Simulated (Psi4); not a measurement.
# Energy and gradient calculation of C2H4P (charge +2) (part 2 of 2)

The same run, continued: C2H4P, charge +2, multiplicity 2; CAM-B3LYP/aug-cc-pVDZ, UKS (Psi4 1.11). The geometry is that of the parent species in another charge or spin state. The geometry comes from this level: GFN2-xTB.

Geometry of the input (Å):
```
C  -0.7785  -0.5666  -0.2346
C  -0.2490  0.5021  -0.8185
P  0.6413  0.0415  0.6553
H  -1.5612  -1.2974  -0.2896
H  -0.3286  1.1795  -1.6459
H  0.4338  0.7663  1.8109
H  1.8421  -0.6255  0.5224
```

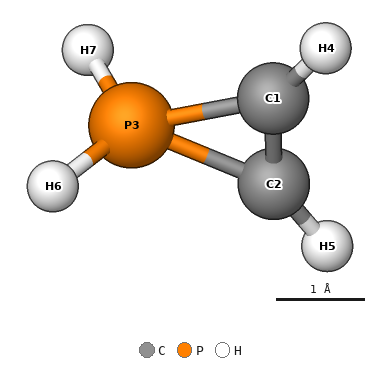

*The structure as given in the input (ball-and-stick view, seen at a tilt; atoms are numbered from 1 in the order of the input).*

## Log, continued
```
 ------------------------------------------------------------------------------------

 L = 1.  Multiply by 2.5417464519 to convert [e a0] to [Debye]
 Dipole X            :          0.0009519           -0.0010253           -0.0000734
 Dipole Y            :         -0.7379306            0.8670481            0.1291175
 Dipole Z            :          0.0046734           -0.0052961           -0.0006226
 Magnitude           :                                                    0.1291190

 ------------------------------------------------------------------------------------

	total time  =         68 seconds =       1.13 minutes

         ------------------------------------------------------------
                                   SCF GRAD
         ------------------------------------------------------------

  ==> Geometry <==

    Molecular point group: c1
    Full point group: C1

    Geometry (in Angstrom), charge = 2, multiplicity = 2:

       Center              X                  Y                   Z               Mass
    ------------   -----------------  -----------------  -----------------  -----------------
         C            0.000019695829     0.928140562350    -0.663973819024    12.000000000000
         C            0.000019695829     0.928140562350     0.663967180976    12.000000000000
         P            0.000019695829    -0.726076295806     0.000180621513    30.973761998420
         H           -0.002882224661     1.546392804715    -1.540009976929     1.007825032230
         H            0.001959943078     1.544813396084     1.541142960157     1.007825032230
         H           -1.181277012525    -1.439078317871    -0.007278439261     1.007825032230
         H            1.181124947078    -1.439848096509     0.000673403839     1.007825032230

  Nuclear repulsion =   99.413293700351318

  ==> Basis Set <==

  Basis Set: AUG-CC-PVDZ
    Blend: AUG-CC-PVDZ
    Number of shells: 49
    Number of basis functions: 109
    Number of Cartesian functions: 115
    Spherical Harmonics?: true
    Max angular momentum: 2

  ==> DirectJKGrad: Integral-Direct SCF Gradients <==

    Gradient:                    1
    J tasked:                  Yes
    K tasked:                  Yes
    wK tasked:                 Yes
    Omega:               3.300E-01
    Integrals threads:           1
    Schwarz Cutoff:          1E-12

  ==> DFT Potential <==

   => LibXC <=

    Version 7.1.2

   => Composite Functional: CAM-B3LYP <=

    CAM-B3LYP Hyb-GGA Exchange-Correlation Functional

    Deriv               =              1
    GGA                 =           TRUE
    Meta                =          FALSE

    Exchange Hybrid     =           TRUE
    MP2 Hybrid          =          FALSE

   => Exchange Functionals <=

    0.3500         Becke 88 [omega = 0.3300]
    0.4600   Short-range recipe for B88 functional - erf [omega = 0.3300]

   => Exact (HF) Exchange <=

    0.4600            HF,LR [omega = 0.3300]
    0.1900               HF

   => Correlation Functionals <=

    0.1900   Vosko, Wilk & Nusair (VWN5)
    0.8100   Lee, Yang & Parr

   => LibXC Density Thresholds  <==

    XC_HYB_GGA_XC_CAM_B3LYP:  1.00E-14

   => Molecular Quadrature <=

    Radial Scheme          =       TREUTLER
    Pruning Scheme         =           NONE
    Nuclear Scheme         =       TREUTLER

    Blocking Scheme        =         OCTREE
    BS radius alpha        =              1
    Pruning alpha          =              1
    Radial Points          =             99
    Spherical Points       =            590
    Total Points           =         393495
    Total Blocks           =           2822
    Max Points             =            256
    Max Functions          =            109
    Weights Tolerance      =       1.00E-15

  -Total Gradient:
     Atom            X                  Y                   Z
    ------   -----------------  -----------------  -----------------
       1       -0.001551965902     0.005370383075     0.069833520151
       2        0.001562712919     0.005432299311    -0.069960489833
       3       -0.000086948345    -0.003190168699     0.000115180399
       4        0.001405713096    -0.014369150235     0.018029647172
       5       -0.001415775070    -0.014397951716    -0.017996535958
       6        0.024414755270     0.010604331078     0.000999055625
       7       -0.024328479438     0.010555703810    -0.001020436334

	total time  =         17 seconds =       0.28 minutes

Properties will be evaluated at   0.000000,   0.000000,   0.000000 [a0]
OEProp: No title given, name of density matrix used for the following properties is 'SCF alpha density'

 Multipole Moments:

 ------------------------------------------------------------------------------------
     Multipole            Electronic (a.u.)      Nuclear  (a.u.)        Total (a.u.)
 ------------------------------------------------------------------------------------

 L = 1.  Multiply by 2.5417464519 to convert [e a0] to [Debye]
 Dipole X            :          0.0009519           -0.0010253           -0.0000734
 Dipole Y            :         -0.7379306            0.8670481            0.1291175
 Dipole Z            :          0.0046734           -0.0052961           -0.0006226
 Magnitude           :                                                    0.1291190

 ------------------------------------------------------------------------------------

  Mayer Bond Indices:

  Total Bond Index:
  Irrep: 1 Size: 7 x 7

                 1                   2                   3                   4                   5

    1     0.00000000000000     0.92381119301178     0.84263966192041     1.03000195177079    -0.18702053131005
    2     0.92381119301178     0.00000000000000     0.83923499203727    -0.18733439649479     1.02949370522502
    3     0.84263966192041     0.83923499203727     0.00000000000000    -0.06213918121084    -0.06229630865780
    4     1.03000195177079    -0.18733439649479    -0.06213918121084     0.00000000000000     0.00475917461646
    5    -0.18702053131005     1.02949370522502    -0.06229630865780     0.00475917461646     0.00000000000000
    6     0.03021985112328     0.03094682573021     0.78221933234294     0.00114632337569     0.00081164643406
    7     0.03110253994875     0.03005265202905     0.78235126632065     0.00090557382691     0.00108710353456

                 6                   7

    1     0.03021985112328     0.03110253994875
    2     0.03094682573021     0.03005265202905
    3     0.78221933234294     0.78235126632065
    4     0.00114632337569     0.00090557382691
    5     0.00081164643406     0.00108710353456
    6     0.00000000000000     0.00417333203167
    7     0.00417333203167     0.00000000000000

  Alpha Contribution:
  Irrep: 1 Size: 7 x 7

                 1                   2                   3                   4                   5

    1     0.00000000000000     0.70595161323034     0.39153751021552     0.53463359793403    -0.08540556839791
    2     0.70595161323034     0.00000000000000     0.38994748084091    -0.08554811891308     0.53446412244517
    3     0.39153751021552     0.38994748084091     0.00000000000000    -0.03299864049588    -0.03308165987167
    4     0.53463359793403    -0.08554811891308    -0.03299864049588     0.00000000000000     0.00203934809725
    5    -0.08540556839791     0.53446412244517    -0.03308165987167     0.00203934809725     0.00000000000000
    6     0.01267848480827     0.01220795533431     0.42851915824683     0.00011769564135     0.00008558025626
    7     0.01228068830396     0.01258733278612     0.42858794486375     0.00013369237955     0.00008864975982

                 6                   7

    1     0.01267848480827     0.01228068830396
    2     0.01220795533431     0.01258733278612
    3     0.42851915824683     0.42858794486375
    4     0.00011769564135     0.00013369237955
    5     0.00008558025626     0.00008864975982
    6     0.00000000000000     0.00715568647361
    7     0.00715568647361     0.00000000000000

  Beta Contribution:
  Irrep: 1 Size: 7 x 7

                 1                   2                   3                   4                   5

    1     0.00000000000000     0.21785957978144     0.45110215170489     0.49536835383675    -0.10161496291213
    2     0.21785957978144     0.00000000000000     0.44928751119636    -0.10178627758171     0.49502958277985
    3     0.45110215170489     0.44928751119636     0.00000000000000    -0.02914054071496    -0.02921464878613
    4     0.49536835383675    -0.10178627758171    -0.02914054071496     0.00000000000000     0.00271982651921
    5    -0.10161496291213     0.49502958277985    -0.02921464878613     0.00271982651921     0.00000000000000
    6     0.01754136631501     0.01873887039590     0.35370017409611     0.00102862773434     0.00072606617779
    7     0.01882185164480     0.01746531924292     0.35376332145689     0.00077188144736     0.00099845377474

                 6                   7

    1     0.01754136631501     0.01882185164480
    2     0.01873887039590     0.01746531924292
    3     0.35370017409611     0.35376332145689
    4     0.00102862773434     0.00077188144736
    5     0.00072606617779     0.00099845377474
    6     0.00000000000000    -0.00298235444194
    7    -0.00298235444194     0.00000000000000

  Atomic Valences:

 #  #
 Irrep: 1
      1:    2.670754666464964
      2:    2.666204971538536
      3:    3.122009762752632
      4:    0.787339445884221
      5:    0.786834789842251
      6:    0.849517311037835
      7:    0.849672467691589

  Wiberg Bond Indices using Orthogonal Lowdin Orbitals:

  Total Bond Index:
  Irrep: 1 Size: 7 x 7

                 1                   2                   3                   4                   5

    1     0.00000000000000     1.92361871226987     1.31205294468846     0.90863871166379     0.22069299963935
    2     1.92361871226987     0.00000000000000     1.31214513888752     0.22078322524011     0.90866084482960
    3     1.31205294468846     1.31214513888752     0.00000000000000     0.13500665161693     0.13504783198891
    4     0.90863871166379     0.22078322524011     0.13500665161693     0.00000000000000     0.01362869634897
    5     0.22069299963935     0.90866084482960     0.13504783198891     0.01362869634897     0.00000000000000
    6     0.13807037763709     0.13833595884677     0.87968380998600     0.00816647678110     0.00820820344337
    7     0.13832229298584     0.13795446704081     0.87959090142370     0.00820324616906     0.00815854485402

                 6                   7

    1     0.13807037763709     0.13832229298584
    2     0.13833595884677     0.13795446704081
    3     0.87968380998600     0.87959090142370
    4     0.00816647678110     0.00820324616906
    5     0.00820820344337     0.00815854485402
    6     0.00000000000000     0.09943809109491
    7     0.09943809109491     0.00000000000000

  Alpha Contribution:
  Irrep: 1 Size: 7 x 7

                 1                   2                   3                   4                   5

    1     0.00000000000000     1.13966468704243     0.67266936497937     0.46391217847840     0.12086735771197
    2     1.13966468704243     0.00000000000000     0.67276675102904     0.12090998933583     0.46394307409395
    3     0.67266936497937     0.67276675102904     0.00000000000000     0.06823972868873     0.06826278318061
    4     0.46391217847840     0.12090998933583     0.06823972868873     0.00000000000000     0.00743027610260
    5     0.12086735771197     0.46394307409395     0.06826278318061     0.00743027610260     0.00000000000000
    6     0.06218218722229     0.06194312677537     0.46515673226662     0.00359739457245     0.00358235956356
    7     0.06193347471982     0.06212979956250     0.46511450604248     0.00357963508051     0.00359412588356

                 6                   7

    1     0.06218218722229     0.06193347471982
    2     0.06194312677537     0.06212979956250
    3     0.46515673226662     0.46511450604248
    4     0.00359739457245     0.00357963508051
    5     0.00358235956356     0.00359412588356
    6     0.00000000000000     0.05347132549990
    7     0.05347132549990     0.00000000000000

  Beta Contribution:
  Irrep: 1 Size: 7 x 7

                 1                   2                   3                   4                   5

    1     0.00000000000000     0.78395402522744     0.63938357970909     0.44472653318538     0.09982564192738
    2     0.78395402522744     0.00000000000000     0.63937838785848     0.09987323590427     0.44471777073565
    3     0.63938357970909     0.63937838785848     0.00000000000000     0.06676692292820     0.06678504880830
    4     0.44472653318538     0.09987323590427     0.06676692292820     0.00000000000000     0.00619842024636
    5     0.09982564192738     0.44471777073565     0.06678504880830     0.00619842024636     0.00000000000000
    6     0.07588819041480     0.07639283207140     0.41452707771938     0.00456908220865     0.00462584387981
    7     0.07638881826602     0.07582466747831     0.41447639538122     0.00462361108855     0.00456441897046

                 6                   7

    1     0.07588819041480     0.07638881826602
    2     0.07639283207140     0.07582466747831
    3     0.41452707771938     0.41447639538122
    4     0.00456908220865     0.00462361108855
    5     0.00462584387981     0.00456441897046
    6     0.00000000000000     0.04596676559501
    7     0.04596676559501     0.00000000000000

  Atomic Valences:

 #  #
 Irrep: 1
      1:    4.641396038884400
      2:    4.641498347114677
      3:    4.653527278591516
      4:    1.294427007819950
      5:    1.294397121104220
      6:    1.271902917789232
      7:    1.271667543568326

    Psi4 run time: 0:01:24.47
```

## Results in brief

```json
{"quantity": "outcome", "value": "converged"}
{"quantity": "total energy", "value": "−418.914159 hartree"}
{"quantity": "basis functions", "value": "109"}
{"quantity": "largest force", "value": "3.609 eV/Å"}
{"quantity": "⟨S²⟩", "value": "0.754"}
{"quantity": "wall time", "value": "86 s"}
{"quantity": "peak memory", "value": "0.78 GiB"}
```
